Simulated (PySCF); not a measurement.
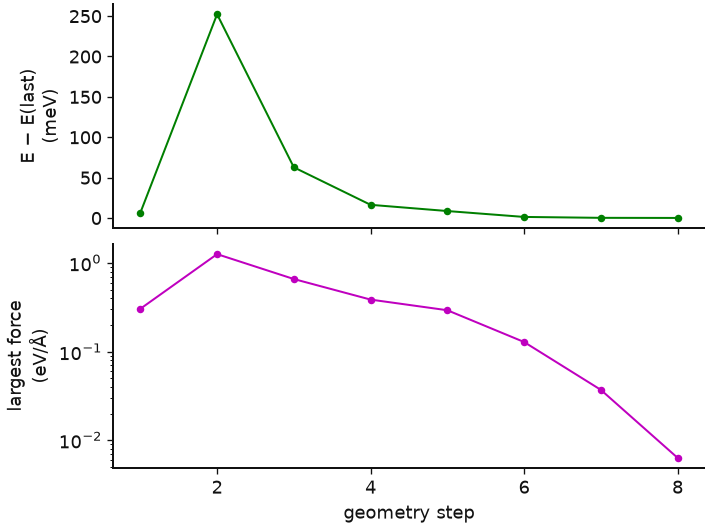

History of a geometry optimisation.

The run: C$_{4}$H$_{5}$N (SMILES c1cc[nH]c1), by PBE0-D3(BJ)/def2-SVP, geometry optimisation in PySCF 2.14.0, density fitting.

How did the optimisation end?

The optimisation met its thresholds at geometry 8, counting the start as the first. The energy fell by about 6.4 meV from the first step to the last, with a rise at step 2. The largest force goes from about 0.3 eV/Å at the start to 6 × 10⁻³ eV/Å at the end, with a peak of 1.3 eV/Å at step 2.

By which step was nine tenths of the energy gained?

By step 7 of 8.
